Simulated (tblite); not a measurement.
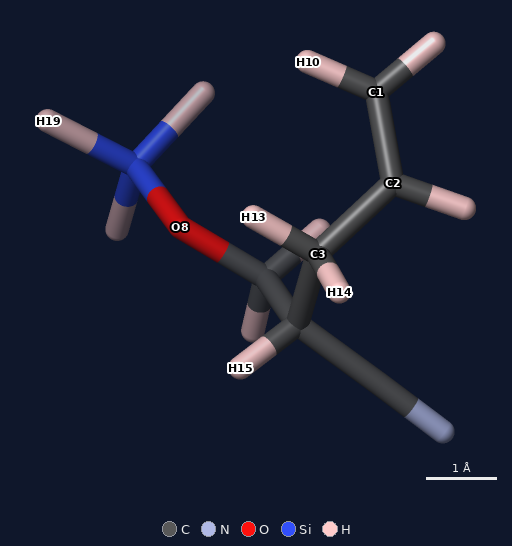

Figure 1. The structure as given in the input (stick view, seen at a tilt; atoms are numbered from 1 in the order of the input). Bond lengths as drawn: C–C 1.34 to 1.54 Å, C–H 1.08 to 1.11 Å, C–N 1.17 Å, C–O 1.43 Å, H–Si 1.48 to 1.49 Å and O–Si 1.66 Å.

## Run report: C6H11NOSi, geometry relaxation (part 1 of 4)

The run: geometry relaxation of C6H11NOSi. Method and program: GFN2-xTB geometry optimisation, gas phase (tblite 0.8.0).

It belongs to a series of runs on one base structure; here: CH2 inserted into a C-O bond.

### What the program printed
```
step      E/eV     max force
  0    -738.74503    2.829
  1    -738.68597    7.660
  2    -738.85238    1.187
  3    -738.86967    1.211
  4    -738.89208    0.401
  5    -738.90860    0.350
  6    -738.91792    0.370
  7    -738.92928    0.291
  8    -738.93916    0.234
  9    -738.94862    0.285
 10    -738.95560    0.222
 11    -738.96197    0.167
 12    -738.96778    0.201
 13    -738.97326    0.166
 14    -738.97748    0.123
 15    -738.98052    0.122
 16    -738.98332    0.116
 17    -738.98620    0.121
 18    -738.98858    0.108
 19    -738.99047    0.120
 20    -738.99230    0.112
 21    -738.99440    0.124
 22    -738.99681    0.133
 23    -738.99919    0.103
 24    -739.00130    0.096
 25    -739.00322    0.110
 26    -739.00501    0.103
 27    -739.00650    0.087
 28    -739.00761    0.089
 29    -739.00844    0.080
 30    -739.00914    0.062
 31    -739.00981    0.048
 32    -739.01048    0.063
 33    -739.01116    0.072
 34    -739.01181    0.066
 35    -739.01239    0.062
 36    -739.01292    0.068
 37    -739.01347    0.057
 38    -739.01415    0.072
 39    -739.01493    0.074
 40    -739.01561    0.052
 41    -739.01606    0.042
 42    -739.01631    0.029
 43    -739.01647    0.025
 44    -739.01661    0.024
 45    -739.01674    0.024
 46    -739.01689    0.032
 47    -739.01709    0.037
 48    -739.01728    0.032
 49    -739.01742    0.025
 50    -739.01751    0.025
 51    -739.01761    0.023
 52    -739.01773    0.029
 53    -739.01788    0.029
 54    -739.01803    0.028
 55    -739.01817    0.036
 56    -739.01832    0.034
 57    -739.01850    0.032
 58    -739.01867    0.029
 59    -739.01880    0.024
 60    -739.01892    0.028
 61    -739.01905    0.026
 62    -739.01918    0.022
 63    -739.01928    0.021
 64    -739.01935    0.018
 65    -739.01942    0.020
 66    -739.01950    0.021
 67    -739.01959    0.018
 68    -739.01966    0.020
 69    -739.01971    0.022
 70    -739.01978    0.020
 71    -739.01986    0.020
 72    -739.01994    0.023
 73    -739.02001    0.021
 74    -739.02007    0.018
 75    -739.02015    0.020
 76    -739.02026    0.025
 77    -739.02038    0.029
 78    -739.02052    0.037
 79    -739.02068    0.043
 80    -739.02086    0.039
 81    -739.02101    0.029
 82    -739.02112    0.028
 83    -739.02121    0.021
 84    -739.02129    0.021
 85    -739.02137    0.020
 86    -739.02143    0.021
 87    -739.02148    0.019
 88    -739.02155    0.022
 89    -739.02164    0.031
 90    -739.02174    0.028
 91    -739.02181    0.017
 92    -739.02186    0.014
 93    -739.02190    0.016
 94    -739.02195    0.020
 95    -739.02200    0.016
 96    -739.02205    0.014
 97    -739.02208    0.013
 98    -739.02210    0.012
 99    -739.02213    0.012
100    -739.02217    0.013
101    -739.02222    0.017
102    -739.02229    0.021
103    -739.02236    0.023
104    -739.02247    0.032
105    -739.02261    0.096
106    -739.02278    0.102
107    -739.02294    0.051
108    -739.02312    0.096
109    -739.02321    0.034
110    -739.02328    0.026
111    -739.02337    0.048
112    -739.02344    0.035
113    -739.02352    0.021
114    -739.02358    0.033
115    -739.02367    0.053
116    -739.02381    0.064
117    -739.02405    0.058
118    -739.02435    0.038
119    -739.02455    0.037
120    -739.02441    0.075
121    -739.02479    0.050
122    -739.02489    0.039
123    -739.02511    0.019
124    -739.02518    0.015
125    -739.02523    0.013
126    -739.02525    0.013
127    -739.02527    0.016
128    -739.02529    0.014
129    -739.02531    0.010
130    -739.02533    0.009
```

### Trajectory as extended XYZ (Å, eV, eV/Å), 41 of the 131 frames kept, from step=0 to step=130
```
20
Properties=species:S:1:pos:R:3:forces:R:3 step=0 energy=-738.74503
C    -1.8503    1.2204    1.2277   -0.5140  -0.6700  -0.9350
C    -1.9597    0.6374    0.0209    0.2720   0.3270   1.3020
C    -0.9817    0.8671   -1.1006   -0.8720   0.6270  -0.0930
C    -0.1297   -0.3374   -1.5067   -0.3250  -0.7530   0.1140
C    -0.9591   -1.4397   -2.0241   -0.9570  -1.2700  -0.7050
N    -1.6107   -2.3062   -2.4518    1.5580   2.1050   1.0710
C     0.7480   -0.8632   -0.3538    0.2700   0.6000   0.2820
O     1.6545    0.1665    0.0659   -0.0540  -0.9260   0.5190
Si    2.6509   -0.1360    1.3632   -0.1080   0.2280  -0.0930
H    -1.0605    1.9149    1.4682   -0.0430  -0.1080  -0.0430
H    -2.5941    1.0232    2.0044    0.4050   0.1460  -0.3430
H    -2.7919   -0.0474   -0.1528    0.3540   0.1470  -0.1280
H    -0.3344    1.7132   -0.8489    0.1320  -0.2620   0.1250
H    -1.5735    1.1962   -1.9758    0.1810  -0.2160   0.1020
H     0.5373    0.0055   -2.2974    0.1020  -0.1120  -0.2410
H     1.3234   -1.7321   -0.6870    0.0320  -0.0030  -0.0950
H     0.1268   -1.1949    0.4963    0.0640   0.2430  -0.2090
H     3.4764   -1.3285    1.0643   -0.1720   0.2090   0.0500
H     3.5078    1.0518    1.6038   -0.4840  -0.3330  -0.3760
H     1.8155   -0.4001    2.5624    0.1580   0.0190  -0.3020
20
Properties=species:S:1:pos:R:3:forces:R:3 step=3 energy=-738.86967
C    -1.8567    1.2189    1.2280   -0.1150  -0.5340  -1.0810
C    -1.9554    0.6322    0.0283    0.2140   0.4940   1.0550
C    -1.0018    0.8784   -1.0975   -0.0090   0.0010  -0.0870
C    -0.1371   -0.3479   -1.5032    0.0620   0.2090   0.1280
C    -0.9531   -1.4327   -2.0215   -0.0490  -0.0870   0.0020
N    -1.5964   -2.2855   -2.4408    0.3190   0.4620   0.2360
C     0.7540   -0.8528   -0.3480   -0.0160  -0.0170  -0.0020
O     1.6540    0.1413    0.0823    0.0100  -0.2080   0.1890
Si    2.6481   -0.1323    1.3622   -0.0190  -0.0950   0.0650
H    -1.0666    1.9070    1.4646    0.0880   0.0370  -0.0020
H    -2.5827    1.0268    1.9948   -0.0310  -0.0010   0.1030
H    -2.7783   -0.0419   -0.1567    0.0410  -0.1160  -0.1320
H    -0.3300    1.7038   -0.8448    0.0550  -0.1690   0.1010
H    -1.5723    1.1908   -1.9767   -0.0500  -0.0630  -0.0680
H     0.5362   -0.0012   -2.3019   -0.0960  -0.1430  -0.0210
H     1.3228   -1.7299   -0.6894   -0.0380   0.0470  -0.0490
H     0.1281   -1.1865    0.4904   -0.0460   0.1250  -0.0350
H     3.4703   -1.3209    1.0664   -0.0870   0.1160   0.0470
H     3.4909    1.0424    1.5892   -0.2980  -0.0480  -0.3310
H     1.8208   -0.3996    2.5524    0.0630  -0.0100  -0.1170
20
Properties=species:S:1:pos:R:3:forces:R:3 step=6 energy=-738.91792
C    -1.8589    1.2134    1.2157    0.0380   0.1090   0.2820
C    -1.9475    0.6323    0.0398   -0.0440  -0.1550  -0.3330
C    -1.0057    0.8807   -1.0971    0.0940   0.0320  -0.0130
C    -0.1336   -0.3330   -1.4922    0.0700  -0.0120  -0.0080
C    -0.9402   -1.4166   -2.0086    0.0800   0.1640   0.1570
N    -1.5822   -2.2629   -2.4287   -0.0600  -0.0640  -0.0200
C     0.7530   -0.8525   -0.3465   -0.0260   0.0180   0.0430
O     1.6545    0.1220    0.0994   -0.0180   0.0960  -0.0610
Si    2.6457   -0.1412    1.3678   -0.0220  -0.0820   0.0240
H    -1.0674    1.9016    1.4598    0.0540   0.0270  -0.0300
H    -2.5777    1.0279    1.9948   -0.0100  -0.0230   0.0290
H    -2.7648   -0.0458   -0.1663    0.0270  -0.1050  -0.0500
H    -0.3235    1.6894   -0.8357    0.0430   0.0570   0.0540
H    -1.5776    1.1842   -1.9814    0.0030  -0.0270   0.0550
H     0.5286   -0.0136   -2.3053    0.0440   0.0410  -0.0520
H     1.3187   -1.7263   -0.6948   -0.0570  -0.0360  -0.0510
H     0.1225   -1.1752    0.4874   -0.1170  -0.0170   0.0450
H     3.4637   -1.3122    1.0709    0.0950  -0.1300   0.0190
H     3.4619    1.0401    1.5555   -0.1140   0.1760  -0.2480
H     1.8254   -0.4015    2.5438   -0.0800  -0.0700   0.1580
20
Properties=species:S:1:pos:R:3:forces:R:3 step=10 energy=-738.95560
C    -1.8554    1.2068    1.2154   -0.0030  -0.0920  -0.1350
C    -1.9421    0.6222    0.0314    0.0550   0.0440   0.1610
C    -0.9909    0.8905   -1.0945    0.0030   0.0180   0.0700
C    -0.1144   -0.3151   -1.4852   -0.0610   0.0010  -0.0580
C    -0.9302   -1.3917   -1.9769   -0.1010  -0.1240  -0.1540
N    -1.5687   -2.2353   -2.4086   -0.0860  -0.0720   0.0350
C     0.7478   -0.8490   -0.3359   -0.0200   0.0090  -0.0470
O     1.6523    0.1157    0.1105    0.0060  -0.0840   0.0620
Si    2.6387   -0.1632    1.3794    0.0210   0.0470   0.0120
H    -1.0595    1.8998    1.4469   -0.0670  -0.0420  -0.0310
H    -2.5721    1.0233    2.0000    0.0540  -0.0230  -0.0450
H    -2.7425   -0.0753   -0.1887    0.0650   0.0070   0.0290
H    -0.3082    1.6925   -0.8147   -0.0540   0.1240  -0.0350
H    -1.5771    1.1755   -1.9753    0.1190   0.1050   0.0310
H     0.5351   -0.0156   -2.3177    0.0920   0.0730   0.0750
H     1.2976   -1.7276   -0.7056   -0.0390  -0.0010   0.1250
H     0.0938   -1.1654    0.4893    0.0520   0.0030  -0.0650
H     3.4772   -1.3316    1.0831   -0.0220   0.0270   0.0800
H     3.3973    1.0743    1.4570   -0.0950   0.0040  -0.0910
H     1.8161   -0.4203    2.5684    0.0810  -0.0240  -0.0180
20
Properties=species:S:1:pos:R:3:forces:R:3 step=13 energy=-738.97326
C    -1.8523    1.1976    1.2121    0.0020   0.0430   0.0940
C    -1.9342    0.6162    0.0330    0.0630  -0.0690  -0.1320
C    -0.9804    0.8985   -1.0854    0.0220   0.0000  -0.1030
C    -0.1139   -0.3121   -1.4936   -0.0140   0.0100   0.0230
C    -0.9386   -1.3936   -1.9844    0.0780   0.1260  -0.0600
N    -1.5823   -2.2426   -2.3979   -0.0450  -0.0190   0.0400
C     0.7416   -0.8467   -0.3371   -0.0530  -0.0730  -0.0310
O     1.6504    0.1065    0.1182   -0.0420  -0.0700  -0.0050
Si    2.6382   -0.1664    1.3853   -0.0020  -0.0210  -0.0100
H    -1.0638    1.8955    1.4370    0.0290   0.0460   0.0180
H    -2.5636    1.0160    1.9970   -0.0360  -0.0610   0.0490
H    -2.7245   -0.0893   -0.1929    0.0370  -0.0130   0.0200
H    -0.3099    1.7163   -0.8110   -0.0230  -0.0620   0.0100
H    -1.5582    1.1900   -1.9660   -0.0090   0.1150  -0.0440
H     0.5536   -0.0019   -2.3114   -0.0470  -0.0190   0.0810
H     1.2830   -1.7318   -0.6919    0.0490  -0.0770   0.0230
H     0.0858   -1.1633    0.4828   -0.0420   0.0230   0.0130
H     3.4836   -1.3404    1.1012   -0.0630   0.1250   0.0900
H     3.3578    1.0957    1.4008   -0.0350  -0.0220  -0.0010
H     1.8227   -0.4335    2.5823    0.1290   0.0200  -0.0750
20
Properties=species:S:1:pos:R:3:forces:R:3 step=16 energy=-738.98332
C    -1.8501    1.1927    1.2118    0.0240  -0.0110  -0.0280
C    -1.9219    0.6094    0.0297   -0.0410   0.0540   0.0430
C    -0.9743    0.9041   -1.0900   -0.0320   0.0140  -0.0020
C    -0.1138   -0.3080   -1.4958    0.0330  -0.0240  -0.0190
C    -0.9380   -1.3835   -1.9963   -0.0430  -0.0110  -0.0030
N    -1.5899   -2.2401   -2.3826    0.0280   0.0730   0.0150
C     0.7328   -0.8550   -0.3388   -0.0120  -0.0640   0.0490
O     1.6439    0.0897    0.1236   -0.0440   0.0200  -0.0830
Si    2.6362   -0.1679    1.3859   -0.0410   0.0780  -0.0750
H    -1.0645    1.8971    1.4329   -0.0180   0.0270   0.0360
H    -2.5603    1.0037    1.9993    0.0310  -0.0520  -0.0280
H    -2.7067   -0.1011   -0.1949    0.0180  -0.0440   0.0030
H    -0.3106    1.7217   -0.8058    0.0660  -0.0400   0.0190
H    -1.5487    1.2122   -1.9676   -0.0230   0.0440  -0.0360
H     0.5605    0.0033   -2.3006    0.0500   0.0150  -0.0510
H     1.2778   -1.7435   -0.6819   -0.0310  -0.0640  -0.0230
H     0.0732   -1.1588    0.4804   -0.0950  -0.0450   0.0350
H     3.4817   -1.3320    1.1234    0.0760  -0.0290   0.0220
H     3.3257    1.1061    1.3619    0.0390   0.0430   0.0420
H     1.8419   -0.4395    2.5836    0.0140   0.0180   0.0830
20
Properties=species:S:1:pos:R:3:forces:R:3 step=20 energy=-738.99230
C    -1.8438    1.1883    1.2106   -0.0070   0.0050   0.0090
C    -1.9179    0.6115    0.0265    0.0280  -0.0230  -0.0580
C    -0.9718    0.9111   -1.0949    0.0500  -0.0050   0.0050
C    -0.1112   -0.3074   -1.5027   -0.0330   0.0240  -0.0060
C    -0.9422   -1.3730   -2.0068    0.0110   0.0190   0.0260
N    -1.6000   -2.2329   -2.3726   -0.0500  -0.0140  -0.0600
C     0.7179   -0.8729   -0.3365   -0.0430   0.0470  -0.0430
O     1.6296    0.0772    0.1134    0.0160  -0.0510   0.0650
Si    2.6289   -0.1569    1.3747    0.0410  -0.0230   0.0540
H    -1.0704    1.9048    1.4378   -0.0270   0.0090   0.0070
H    -2.5502    0.9806    1.9960    0.0210  -0.0350   0.0100
H    -2.6877   -0.1181   -0.1931    0.0140   0.0080   0.0040
H    -0.2987    1.7174   -0.7992    0.0420  -0.0250   0.0080
H    -1.5414    1.2401   -1.9721    0.0380  -0.0470   0.0460
H     0.5764    0.0098   -2.2975   -0.0140  -0.0420   0.0180
H     1.2631   -1.7667   -0.6744   -0.1110   0.0130   0.0080
H     0.0463   -1.1657    0.4819    0.0080  -0.0110  -0.0590
H     3.4931   -1.3236    1.1475    0.0010   0.0780  -0.0240
H     3.3099    1.1240    1.3426    0.0040   0.0010   0.0190
H     1.8649   -0.4368    2.5971    0.0120   0.0710  -0.0300
20
Properties=species:S:1:pos:R:3:forces:R:3 step=23 energy=-738.99919
C    -1.8394    1.1834    1.2066   -0.0150   0.0100   0.0650
C    -1.9108    0.6127    0.0205    0.0750  -0.0700  -0.0050
C    -0.9626    0.9168   -1.0947    0.0630  -0.0100  -0.0400
C    -0.1138   -0.3032   -1.5100    0.0180  -0.0740   0.0300
C    -0.9495   -1.3664   -2.0108   -0.0270   0.0240  -0.0510
N    -1.6138   -2.2219   -2.3756   -0.0280   0.0010  -0.0420
C     0.6985   -0.8794   -0.3395    0.0380  -0.0230   0.0460
O     1.6203    0.0568    0.1165    0.0170   0.0010   0.0450
Si    2.6292   -0.1486    1.3737    0.0350   0.0100   0.0360
H    -1.0829    1.9123    1.4438    0.0300   0.0330  -0.0250
H    -2.5349    0.9534    1.9925   -0.0620  -0.0330   0.0640
H    -2.6680   -0.1312   -0.1919   -0.0040   0.0100  -0.0340
H    -0.2763    1.7077   -0.7913    0.0100   0.0360   0.0130
H    -1.5284    1.2526   -1.9680    0.0070   0.0250  -0.0280
H     0.5888    0.0061   -2.2958   -0.0770  -0.0400   0.0160
H     1.2258   -1.7840   -0.6689   -0.0010  -0.0210  -0.0600
H     0.0224   -1.1745    0.4721   -0.0530   0.0570   0.0100
H     3.5073   -1.3037    1.1608    0.0300   0.0320  -0.0440
H     3.2991    1.1402    1.3317   -0.0230  -0.0280  -0.0040
H     1.8840   -0.4186    2.6064   -0.0300   0.0590   0.0080
20
Properties=species:S:1:pos:R:3:forces:R:3 step=26 energy=-739.00501
C    -1.8373    1.1776    1.2082    0.0090  -0.0430  -0.0170
C    -1.8936    0.6059    0.0189   -0.0070   0.0360   0.0960
C    -0.9468    0.9214   -1.0970   -0.0410   0.0030   0.0630
C    -0.1136   -0.3064   -1.5118   -0.0070  -0.0050   0.0040
C    -0.9599   -1.3571   -2.0200   -0.0390  -0.0340  -0.0200
N    -1.6298   -2.2092   -2.3833   -0.0160   0.0320  -0.0490
C     0.6850   -0.8889   -0.3360    0.0020  -0.0560   0.0190
O     1.6137    0.0360    0.1269   -0.0160  -0.0080  -0.0300
Si    2.6328   -0.1420    1.3788   -0.0360  -0.0050  -0.0130
H    -1.0918    1.9215    1.4445   -0.0300  -0.0340  -0.0110
H    -2.5273    0.9250    1.9964    0.0070   0.0240  -0.0300
H    -2.6470   -0.1427   -0.1971    0.0460   0.0140  -0.0270
H    -0.2545    1.7038   -0.7820   -0.0160   0.0170  -0.0260
H    -1.5138    1.2671   -1.9670    0.0410   0.0240   0.0090
H     0.5910   -0.0035   -2.2937    0.0090  -0.0230  -0.0510
H     1.1917   -1.8026   -0.6714    0.0780  -0.0220   0.0070
H    -0.0076   -1.1730    0.4650   -0.0160   0.0420   0.0590
H     3.5254   -1.2817    1.1676    0.0580  -0.0190  -0.0320
H     3.2813    1.1538    1.3139    0.0130   0.0280  -0.0040
H     1.8968   -0.3946    2.6173   -0.0400   0.0300   0.0520
```
